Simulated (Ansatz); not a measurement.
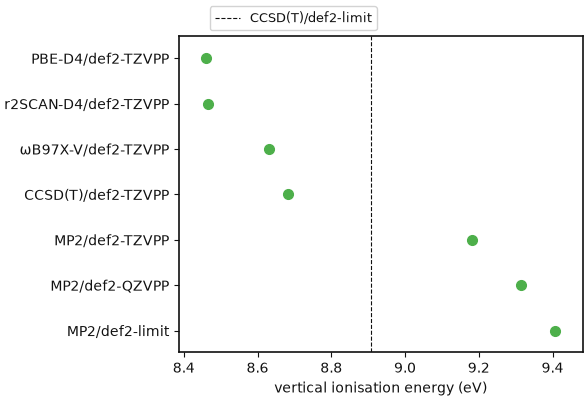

Vertical ionisation energy of C₄H₁₀OS, SMILES CCS(=O)CC, taken as the energy of the cation less that of the neutral at fixed geometry (unrestricted doublet cation, cores frozen in correlated methods, no spin-orbit coupling), the Ansatz code 0.2.0, at a PBE0-D4/def2-TZVP geometry (a minimum by its frequencies). Limit means an estimate of the basis limit from triple and quadruple zeta; for coupled cluster it is either extrapolated directly or built as the MP2 limit plus the step from MP2 in triple zeta. The distance of CCSD(T)/def2-TZVPP, MP2/def2-TZVPP and MP2/def2-QZVPP to the limit includes basis error.

What range do the values span, the line included?

From 8.46 eV (PBE-D4/def2-TZVPP) to 9.41 eV (MP2/def2-limit).

Give the values.

| level | eV | less CCSD(T)/def2-limit |
| --- | --- | --- |
| PBE-D4/def2-TZVPP | 8.46 | −0.45 |
| r2SCAN-D4/def2-TZVPP | 8.46 | −0.44 |
| ωB97X-V/def2-TZVPP | 8.63 | −0.28 |
| CCSD(T)/def2-TZVPP | 8.68 | −0.22 |
| MP2/def2-TZVPP | 9.18 | 0.27 |
| MP2/def2-QZVPP | 9.31 | 0.41 |
| MP2/def2-limit | 9.41 | 0.50 |
| CCSD(T)/def2-limit | 8.91 | 0.00 |

Caveats, for all or some of the runs: one conformer of a flexible molecule.
